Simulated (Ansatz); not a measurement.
**CH2AlN (SMILES [C-]#[N+][AlH2]): density, localisation and related maps**

```xyz
5

C     1.3212    1.9521   -0.3023
Al    0.4415   -0.9304   -0.0503
N     0.9739    0.8142   -0.2028
H     1.0804   -1.9553   -1.0686
H    -0.6085   -1.2516    1.0856
```

Geometry: BLYP-D3(BJ)/def2-SVP.

All numbers below come from isolated molecule in a Gaussian basis; Kohn-Sham density functional theory, functional PBE0 (Ansatz 0.2.0).

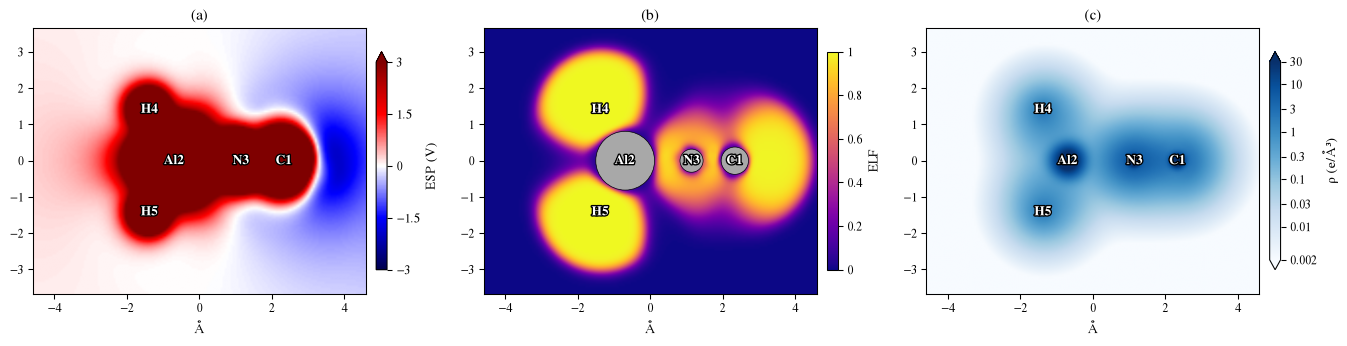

Figure 1. (a) electrostatic potential; (b) electron localisation function; (c) electron density on the molecular plane. Grey discs cover the atomic cores in the ELF map.

> What does the map show?

- The section cuts through C, Al, N and H sites.
- C–N (1.19 Å): the density is about 3.4 e/Å³ at the midpoint; the ELF peaks at about 0.90 between the atoms; a short, multiple covalent bond.
- Al–N (1.83 Å): ρ at the midpoint is about 0.75 e/Å³; the ELF peaks at about 0.90 in the valence shell of N, 0.7 Å from its nucleus, and is about 0.70 at the midpoint.
- Al–H (1.58 Å): ρ is about 0.57 e/Å³ halfway; the ELF climbs to about 1 towards the hydrogen.
- The ELF also peaks beside C1, away from the bonds: lone-pair regions.
- Outside the dense part of the molecule the potential is most negative (−1.9 V) near C1.

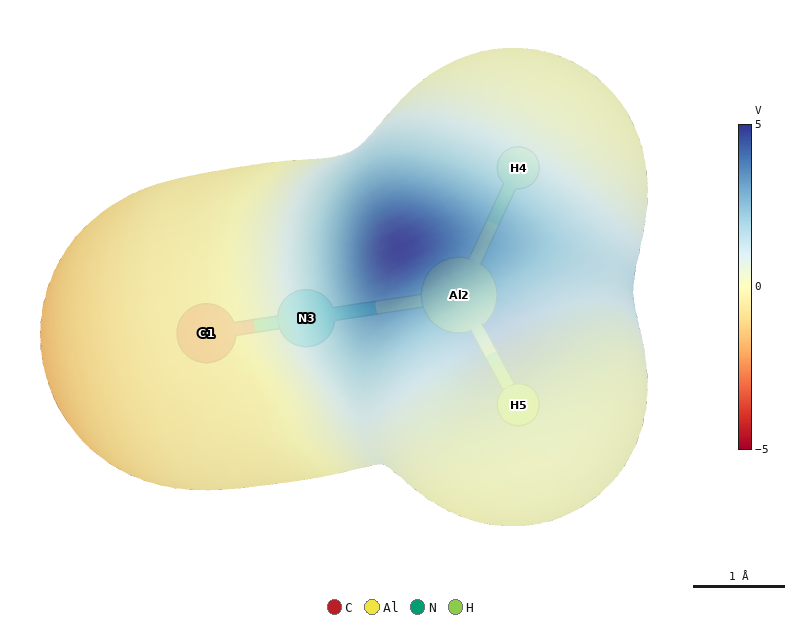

Figure 2. The electrostatic potential painted on the density surface at 0.002 e/bohr³, seen at a tilt; the colour scale runs from red (negative) to blue (positive).

> Describe the electrostatic potential map.

The most negative region (about −1.7 V) lies over C1, the most positive (about +4.9 V) over Al2.

> How polar is the molecule by this calculation?

Its dipole moment is 3.17 D.

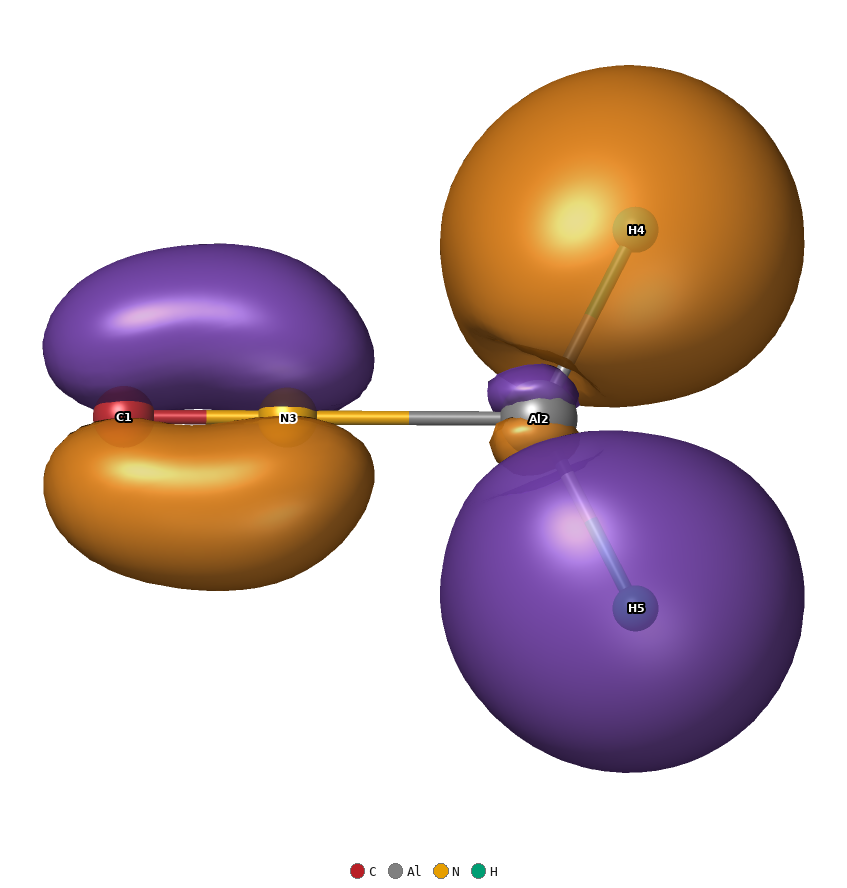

Figure 3. The HOMO−1 at ±0.08 Å⁻³ᐟ² (orange and purple are the two phases), seen at a tilt.

> What is the character of this orbital?

By Hirshfeld shares it lies mainly on Al2 (about 30 %), H4 (about 25 %), H5 (about 25 %), N3 (about 10 %) and C1 (about 5 %); it is symmetric in the molecular plane (an in-plane orbital: σ, lone-pair or in-plane π type). Its energy is −9.14 eV.
